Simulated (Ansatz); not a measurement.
# SiNH2Cl (SMILES N[Si]Cl) at B2PLYP/STO-3G

Aim: the vertical ionisation energy of SiNH2Cl at B2PLYP/STO-3G, from 2 runs. 

The calculation is run with Ansatz 0.2.0.

66 further runs of the same task are left out: 66 set aside as unsound or not needed.

## 1. The structure to begin with

SiNH2Cl: 5 atoms, total charge 0, spin state singlet. SMILES: `N[Si]Cl`. Geometry: relaxed at PBE0-D4/def2-TZVP. This is one conformer, not always the lowest.

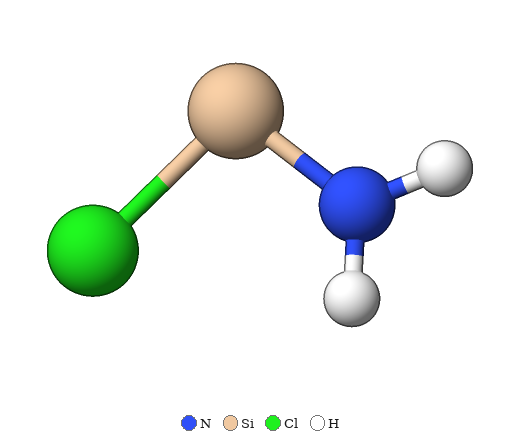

Viewed from a chosen angle; nitrogen blue, silicon light orange, chlorine green, hydrogen white.

## 2. The energy at B2PLYP/STO-3G

The input, molecule.yaml:

```yaml
crystal:
  periodic: [false, false, false]
  atoms:
    - {symbol: "N", position_ang: [-0.148200, 0.583400, -0.233900]}
    - {symbol: Si, position_ang: [-0.116200, -0.341800, 1.192600]}
    - {symbol: Cl, position_ang: [0.649000, -2.124500, 0.377300]}
    - {symbol: H, position_ang: [-0.473300, 1.538600, -0.227400]}
    - {symbol: H, position_ang: [0.138600, 0.270600, -1.150000]}
basis:
  gaussian: {orbitals: STO-3G}
hamiltonian: {xc: {name: B2PLYP}}
correlation: {frozen_orbitals: {Cl: 5, H: 0, "N": 1, Si: 5}}
accuracy: high
```

Command:

```sh
$ ansatz run molecule.yaml --threads 1 --pin off --max-ram 2610MiB --events-out events.jsonl --progress --plain --runs-dir runs
```

Output:

```text
Warning: RAYON_NUM_THREADS=1 ignored (pool sized by the plan → 1); use --threads N
Functional definition: B2PLYP
  name "B2PLYP"
  parameter a = 0.53
  parameter c = 0.27
  exchange = (1 - a)*b88_x + a*exact_x
  correlation = (1 - c)*lyp_c + c*(mp2_os + mp2_ss)
457 factors; integrals over basis functions are off by at most 1.2e-8 eV
mean field evaluation 1: about -21663.4969 eV, gradient 1.8e1 eV
mean field evaluation 2: about -21663.5226 eV, gradient 1.8e1 eV
mean field evaluation 4: about -21664.9178 eV, gradient 1.8e0 eV
mean field evaluation 8: about -21664.9275 eV, gradient 7.2e-3 eV
mean field evaluation 16: about -21664.9275 eV, gradient 2.6e-8 eV
mean field -21664.92753478 eV, -796.1714018878 hartree, gradient 2.6e-8 eV, S^2 0.000000; 0 other end points of the search recorded, 0 dependent functions left out
11 core orbitals not correlated: weight in the atoms' cores, before any rotation towards them, 1.000 or more for the frozen orbitals, at most 0.000 for the correlated occupied ones
reference -21664.92755340 eV, -796.1714025723 hartree; 9, 9 occupied and 5, 5 virtual orbitals, 457 factors
second order -3.18106788 eV of doubles, -0.00000000 eV of singles
Total energy: -21665.78644173 eV, -796.2029661361 hartree
```

It took 2.1 s on 1 thread of Arm Neoverse V1, shared host; peak memory 0.1 GiB.

## 3. The doublet cation

molecule.yaml: that of step 2 with these lines changed.

```diff
@@ -10,2 +10,4 @@
   gaussian: {orbitals: STO-3G}
+total_charge: 1
+magnetization: {spin_polarized: true, initial_magnetization: 1}
 hamiltonian: {xc: {name: B2PLYP}}
```

Command:

```sh
$ ansatz run molecule.yaml --threads 1 --pin off --max-ram 2610MiB --events-out events.jsonl --progress --plain --runs-dir runs
```

Output (excerpt; [...] marks lines left out):

```text
Warning: RAYON_NUM_THREADS=1 ignored (pool sized by the plan → 1); use --threads N
[... 2 set-up lines as earlier in the session ...]
[...]
457 factors; integrals over basis functions are off by at most 1.2e-8 eV
[...]
mean field -21657.71140264 eV, -795.9062139231 hartree, gradient 8.3e-8 eV, S^2 0.766490; 4 other end points of the search recorded, 0 dependent functions left out
11 core orbitals not correlated: weight in the atoms' cores, before any rotation towards them, 1.000 or more for the frozen orbitals, at most 0.000 for the correlated occupied ones
reference -21657.71142110 eV, -795.9062146014 hartree; 9, 8 occupied and 5, 6 virtual orbitals, 457 factors
second order -3.75796201 eV of doubles, -0.00000000 eV of singles
Total energy: -21658.72607084 eV, -795.9435022917 hartree
```

Run time: 4.5 s. Hardware: 1 thread of Arm Neoverse V1, shared host; peak memory 0.15 GiB.

## 4. Results

Level: B2PLYP/STO-3G, 11 core orbitals frozen.

| quantity | value |
| --- | --- |
| singlet SiNH2Cl: total energy | -796.20297 Eh |
| doublet cation: total energy | -795.94350 Eh |
| doublet cation: ⟨S²⟩ | 0.766 |
| vertical ionisation energy (to the doublet cation) | 7.060 eV |

The vertical ionisation energy comes to 7.06 eV (163 kcal/mol). In a minimal basis such a difference can be off by several eV, whatever the method.
